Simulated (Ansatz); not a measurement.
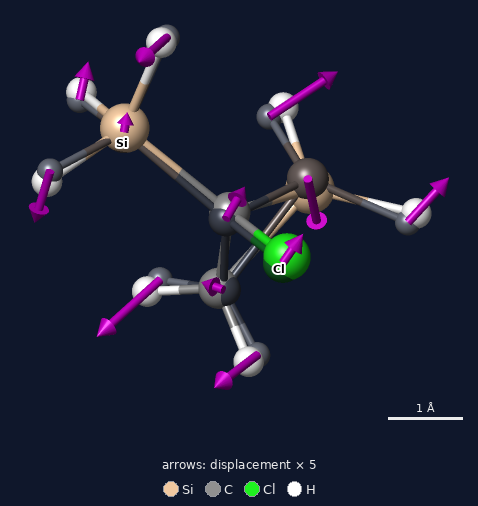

This is a relaxation of C2H7ClSi2 (coarse preliminary run). The starting structure is drawn faded, the final one solid; purple arrows show the displacements, 5 times their true length. The two geometries are superimposed by the best rigid fit.

Style: ball-and-stick. Shown from a free direction.

The start comes from a force field.

These are results of RKS PBE-D4/def2-SVP in Ansatz 0.2.0, not measurements. Set-up: force threshold 0.03 eV/Å; at most 200 steps.

### What did the optimiser do to the structure, and how much energy did it gain?

The atom that moves furthest after the best rigid fit is a Si atom (0.26 Å). By element the largest moves are Si 0.26 Å, H 0.26 Å, C 0.12 Å, Cl 0.10 Å. Near-neighbour distances that change, for instance: C–H 1.006 → 1.104 Å, C–Cl 1.735 → 1.806 Å, H–Si 1.439 → 1.506 Å, C–Si 1.845 → 1.898 Å. Bond angles that change, for instance: C–Si–H 104.2° → 118.0°, Si–C–H 108.5° → 121.4°, C–Si–H 108.6° → 120.1°. The energy falls by 15.2 kcal/mol in 6 accepted moves (7 points after the start). Largest force component: 4.9 eV/Å at the start, 0.029 eV/Å at the end. The line search rejected the trial step at point 6 of the run.
